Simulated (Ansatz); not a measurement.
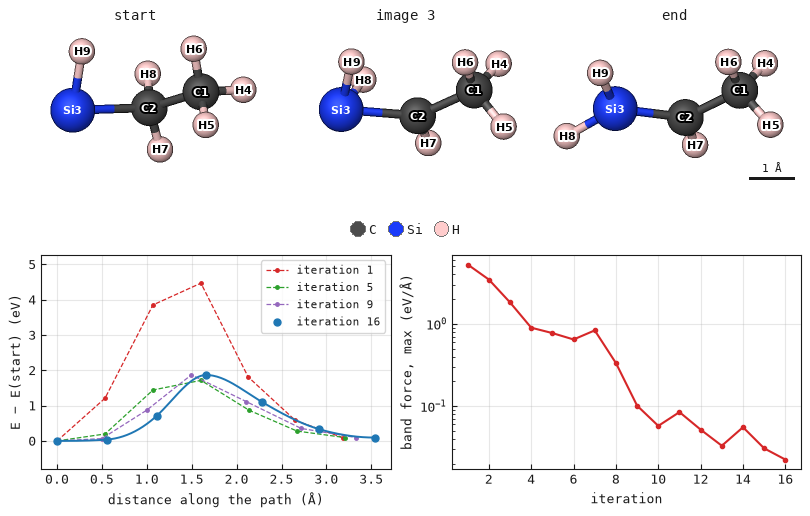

A search for the minimum-energy path of C$_{2}$H$_{6}$Si by the nudged elastic band. Images are numbered from 0 (start) to 6 (end). The plot follows the band through its iterations. The picture is a ball-and-stick view, seen from a free direction.

The calculation used RKS B3LYP/STO-3G in Ansatz. Settings: 5 movable images; climbing image; force threshold 0.03 eV/Å; iteration limit 60; starting path through a guess of the saddle point.

### Judge this run.

The result is final at these settings. The band converged in 16 iterations. The largest component of the band force went from 5.3 to 0.022 eV/Å. The climbing image converged on the top of the path. Its vibrational analysis gives one imaginary mode (1208i cm⁻¹), as a transition state must have. The first iteration put the highest image at 4.47 eV. The energy climbs by 1.87 eV to image 3 and then falls by 1.77 eV, so the end point sits at +0.10 eV.

Limits of the set-up: STO-3G is a minimal basis, so the numbers are rough.

The run took 85 s on 1 thread of Arm Neoverse V2, with other jobs on the host, peak memory 0.1 GiB.
